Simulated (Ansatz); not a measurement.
# BeSe, pressure series

Start from BeSe in the zinc blende structure (space group F-43m, No. 216; a = 5.178 Å).

Cell and atoms are relaxed at each pressure.

Method: PBE (Ansatz, a quantum-chemistry and plane-wave program, PAW, spin-orbit coupling left out), earlier PAW set.

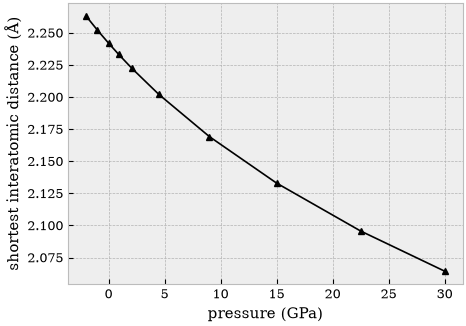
Shortest interatomic distance against pressure

```tsv
pressure (GPa)	shortest interatomic distance
-2	2.263 Å
-1	2.252 Å
0.9	2.233 Å
2.1	2.222 Å
4.5	2.202 Å
9	2.169 Å
15	2.133 Å
22.5	2.096 Å
30	2.064 Å
```

Load acts through the strain it causes; cell and atoms are relaxed under it. No phonon test of stability was made. Competing high-pressure phases were not computed.
